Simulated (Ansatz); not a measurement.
# Single-point calculation of SiH4SO

SiH4SO, computed with RKS PBE0-D4/def2-TZVPP (Ansatz 0.2.0).

The geometry comes from this level: PBE0-D4/def2-TZVP.

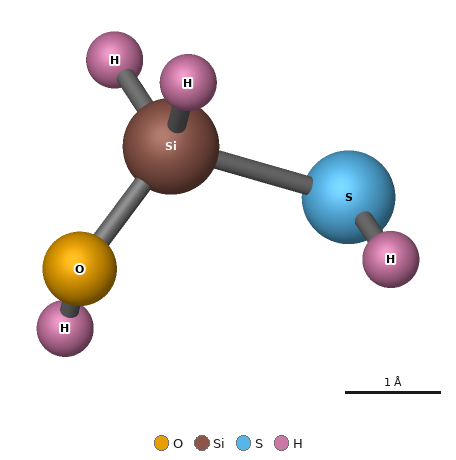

**Figure 1.** The input geometry (ball-and-stick view, seen on its broad side). Bond lengths as drawn: H–O 0.96 Å, H–S 1.34 Å, H–Si 1.48 Å, O–Si 1.64 Å and S–Si 2.13 Å.

Key numbers

| quantity | value |
| --- | --- |
| outcome | converged |
| total energy | −20819.6093 eV |
| mean-field energy | −20819.4999 eV |
| dispersion energy | −0.1094 eV |
| SCF solution under orbital rotations | stable |
| HOMO | −7.70 eV |
| LUMO | 0.26 eV |
| hardware | 2 threads of AMD EPYC 7571, 15 GiB of memory available, shared host |
| wall time | 4.7 s (CPU time 8.9 s) |
| peak memory | 0.36 GiB |

Input
```yaml
crystal:
  periodic: [false, false, false]
  atoms:
    - {symbol: O, position_ang: [-1.434573, -0.381955, 0.184855]}
    - {symbol: Si, position_ang: [-0.047545, 0.496498, 0.172960]}
    - {symbol: S, position_ang: [1.565255, -0.475672, -0.828761]}
    - {symbol: H, position_ang: [-1.745321, -0.722394, -0.656092]}
    - {symbol: H, position_ang: [-0.184935, 1.770495, -0.576251]}
    - {symbol: H, position_ang: [0.257218, 0.727894, 1.600361]}
    - {symbol: H, position_ang: [1.651104, -1.482966, 0.057228]}
basis:
  gaussian: {orbitals: def2-TZVPP}
hamiltonian: {xc: pbe0, dispersion: d4}
output: {orbitals: {seedname: orbitals}}
```

Command:
```bash
ansatz run in.yaml --threads 2 --pin off --events-out ev --progress --plain --max-ram 4352MiB
```

Output
```
Functional definition: PBE0
  name "PBE0"
  cite "Adamo & Barone, J. Chem. Phys. 110, 6158 (1999) doi:10.1063/1.478522"
  cite "Perdew, Burke & Ernzerhof, Phys. Rev. Lett. 77, 3865 (1996) doi:10.1103/PhysRevLett.77.3865"
  parent pbe
  parameter a = 0.25
  parameter kappa = 0.804
  parameter beta = 0.06672455060314922
  exchange = (1 - a)*pbe_x(kappa = kappa, mu = beta*pi^2/3) + a*exact_x
  correlation = pbe_c(beta = beta)
993 factors; their error is unknown
mean field evaluation 1: about -20815.1959 eV, gradient 5.2e1 eV
mean field evaluation 2: about -20807.1430 eV, gradient 8.4e1 eV
mean field evaluation 4: about -20819.4557 eV, gradient 2.6e0 eV
mean field evaluation 8: about -20819.4695 eV, gradient 2.6e-2 eV
mean field -20819.49987175 eV, -765.1025083228 hartree, gradient 7.1e-5 eV, S^2 0.000000; 0 other end points of the search recorded, 0 dependent functions left out
reference -20819.49989806 eV, -765.1025092900 hartree; 21, 21 occupied and 150, 150 virtual orbitals, 993 factors
Total energy: -20819.60927097 eV, -765.1065286703 hartree
```

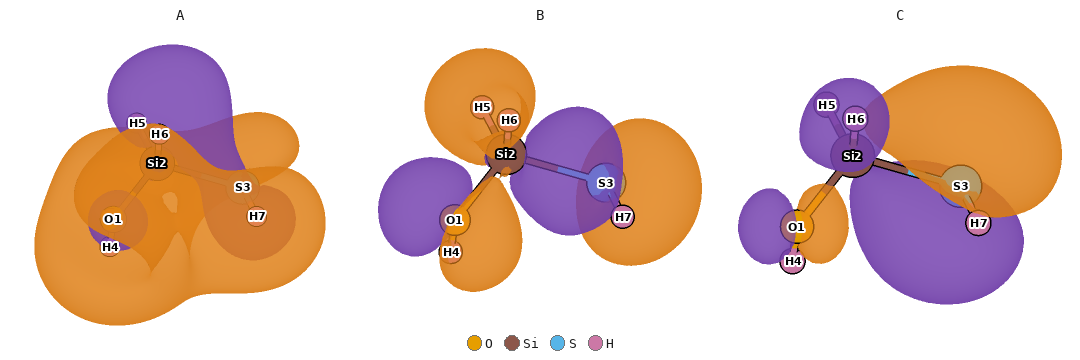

**Figure 2.** Three frontier orbitals at ±0.06 Å⁻³ᐟ² (orange and purple are the two phases). B is the HOMO−1 (−8.91 eV). By Hirshfeld shares it lies mainly on S3 (40 %), O1 (30 %), Si2 (15 %) and H5 (10 %). C is the HOMO (−7.70 eV). A is the LUMO (0.26 eV). By Hirshfeld shares it lies mainly on Si2 (35 %), S3 (20 %), H4 (15 %), H7 (10 %) and O1 (10 %). The HOMO–LUMO gap is 7.96 eV between the orbital energies.

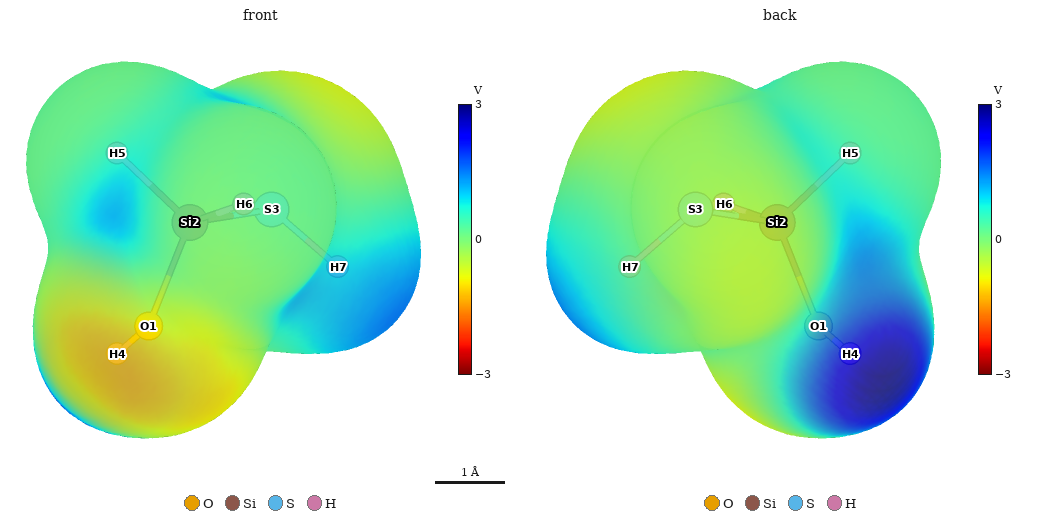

**Figure 3.** The molecular electrostatic potential painted on the density surface at 0.002 e/bohr³, seen at a tilt and from behind; the colour scale runs from red (negative) to blue (positive).

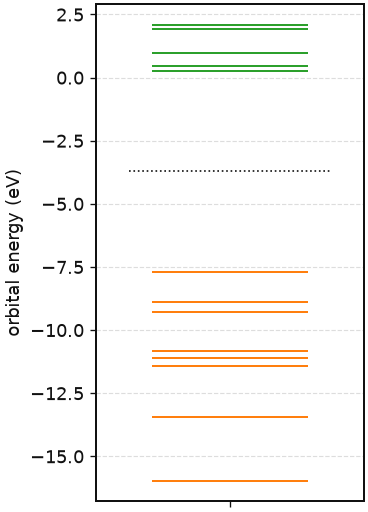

**Figure 4.** Orbital energies near the frontier; the dotted line parts filled from empty levels, and levels within 0.02 eV of each other stand side by side. Highest filled −7.70 eV, lowest empty 0.26 eV, 7.96 eV apart.
